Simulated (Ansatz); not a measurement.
# C2H2Cl2Sn (SMILES C#[C][SnH]([Cl])[Cl]): r2SCAN/def2-SVP (core potential)

Aim: the electronic atomisation energy of C2H2Cl2Sn at r2SCAN/def2-SVP (core potential), from 5 runs. 

Program for the calculation: Ansatz 0.2.0.

49 further runs of the same task are left out: 7 that didn't finish, 42 set aside as unsound or not needed.

## (1) The system as given

The species is C2H2Cl2Sn (7 atoms), meant as a singlet with charge 0. SMILES: `C#[C][SnH]([Cl])[Cl]`. The shape is that of a PBE0-D4/def2-TZVP optimisation.

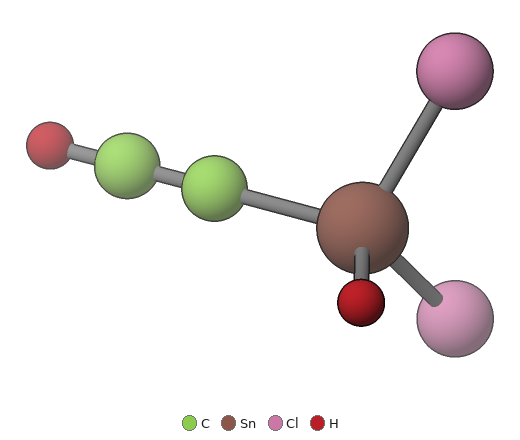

The structure, seen from a chosen angle (carbon green, tin brown, chlorine pink, hydrogen red).

## (2) The energy at r2SCAN/def2-SVP (core potential)

File run.yaml:

```yaml
crystal:
  periodic: [false, false, false]
  atoms:
    - symbol: C
      position_ang: [-1.668000, 1.349700, 0.386500]
    - symbol: C
      position_ang: [-0.744900, 0.592400, 0.224500]
    - symbol: Sn
      position_ang: [0.833800, -0.704500, -0.025300]
    - symbol: Cl
      position_ang: [0.163900, -2.365900, -1.482000]
    - symbol: Cl
      position_ang: [2.540200, 0.448400, -1.069500]
    - symbol: H
      position_ang: [-2.485300, 2.020900, 0.525300]
    - symbol: H
      position_ang: [1.421600, -1.409000, 1.394900]
basis:
  gaussian:
    orbitals: def2-SVP
hamiltonian:
  xc: {name: r2SCAN}
accuracy: high
output: {orbitals: {seedname: orbitals}}
```

Command:

```
$ ansatz run run.yaml --threads 1 --pin off --max-ram 3480MiB --events-out events.jsonl --progress --plain --runs-dir runs
```

Output:

```text
Warning: RAYON_NUM_THREADS=1 ignored (pool sized by the plan → 1); use --threads N
Functional definition: r2SCAN
  name "r2SCAN"
  parameter k0 = 0.174
  parameter k1 = 0.065
  parameter a1 = 4.9479
  exchange = r2scan_x(k0 = k0, k1 = k1, a1 = a1)
  correlation = r2scan_c
2157 factors; integrals over basis functions are off by at most 3.3e-8 eV
mean field evaluation 1: about -32968.0022 eV, gradient 4.2e1 eV
mean field evaluation 2: about -32957.1429 eV, gradient 7.3e1 eV
mean field evaluation 4: about -32972.6000 eV, gradient 1.5e1 eV
mean field evaluation 8: about -32973.1677 eV, gradient 7.0e-1 eV
mean field evaluation 16: about -32973.1692 eV, gradient 5.1e-5 eV
mean field -32973.16923606 eV, -1211.7416194083 hartree, gradient 3.1e-8 eV, S^2 0.000000; 0 other end points of the search recorded, 0 dependent functions left out
reference -32973.16923690 eV, -1211.7416194391 hartree; 35, 35 occupied and 65, 65 virtual orbitals, 2157 factors
Total energy: -32973.16923690 eV, -1211.7416194391 hartree
```

It took 22 s on 1 thread of Arm Neoverse V1, shared host; peak memory 0.34 GiB.

## (3) The C atom at the same level

File input.yaml:

```yaml
crystal:
  periodic: [false, false, false]
  atoms:
    - {symbol: C, position_ang: [0.000000, 0.000000, 0.000000]}
basis:
  gaussian:
    orbitals: def2-SVP
magnetization:
  spin_polarized: true
  initial_magnetization: 2
hamiltonian:
  xc: r2scan
accuracy: high
```

Run the same way, it converges to -37.78739 Eh (log not shown).

## (4) The Cl atom, same level

File molecule.yaml:

```yaml
crystal:
  periodic: [false, false, false]
  atoms:
    - {symbol: Cl, position_ang: [0.000000, 0.000000, 0.000000]}
basis:
  gaussian: {orbitals: def2-SVP}
magnetization: {spin_polarized: true, initial_magnetization: 1}
hamiltonian: {xc: {name: r2SCAN}}
accuracy: high
```

Run the same way, it converges to -459.95999 Eh (log not shown).

## (5) The H atom, same level

File input.yaml:

```yaml
crystal:
  periodic: [false, false, false]
  atoms:
    - {symbol: H, position_ang: [0.000000, 0.000000, 0.000000]}
basis:
  gaussian:
    orbitals: def2-SVP
magnetization:
  spin_polarized: true
  initial_magnetization: 1
hamiltonian:
  xc: r2scan
accuracy: high
```

Command:

```
$ ansatz run input.yaml --threads 1 --pin off --max-ram 3480MiB --events-out events.jsonl --progress --plain --runs-dir runs
```

Output (excerpt; [...] marks lines left out):

```text
Warning: RAYON_NUM_THREADS=1 ignored (pool sized by the plan → 1); use --threads N
[... 7 set-up lines as earlier in the session ...]
15 factors; integrals over basis functions are off by at most 8.9e-10 eV
mean field evaluation 1: about -13.5844 eV, gradient 1.2e-3 eV
mean field evaluation 2: about -13.5842 eV, gradient 3.4e-3 eV
mean field evaluation 4: about -13.5842 eV, gradient 2.8e-5 eV
mean field -13.58416968 eV, -0.4992090282 hartree, gradient 1.0e-8 eV, S^2 0.750000; 0 other end points of the search recorded, 0 dependent functions left out
reference -13.58417057 eV, -0.4992090606 hartree; 1, 0 occupied and 4, 5 virtual orbitals, 15 factors
Total energy: -13.58417057 eV, -0.4992090606 hartree
```

It took 0.42 s on 1 thread of Arm Neoverse V1, shared host.

## (6) The Sn atom

File run.yaml:

```yaml
crystal:
  periodic: [false, false, false]
  atoms:
    - symbol: Sn
      position_ang: [0.000000, 0.000000, 0.000000]
basis:
  gaussian: {orbitals: def2-SVP}
magnetization: {spin_polarized: true, initial_magnetization: 2}
hamiltonian: {xc: {name: r2SCAN}}
accuracy: high
```

Run the same way, it converges to -214.32597 Eh (log not shown).

## (7) Outcome

At r2SCAN/def2-SVP (core potential):

| quantity | value |
| --- | --- |
| molecule: total energy | -1211.74162 Eh |
| molecule: HOMO energy | -7.81 eV |
| molecule: LUMO energy | -2.04 eV |
| molecule: HOMO–LUMO gap | 5.76 eV |
| C atom: total energy | -37.78739 Eh |
| C atom: ⟨S²⟩ | 2.005 |
| Cl atom: total energy | -459.95999 Eh |
| Cl atom: ⟨S²⟩ | 0.753 |
| H atom: total energy | -0.49921 Eh |
| H atom: ⟨S²⟩ | 0.750 |
| Sn atom: total energy | -214.32597 Eh |
| Sn atom: ⟨S²⟩ | 2.004 |
| electronic atomisation energy | 25.102 eV |

What this shows: Taking the molecule apart into free atoms costs 25.10 eV (2422 kJ/mol), before zero-point energy and without spin-orbit coupling.
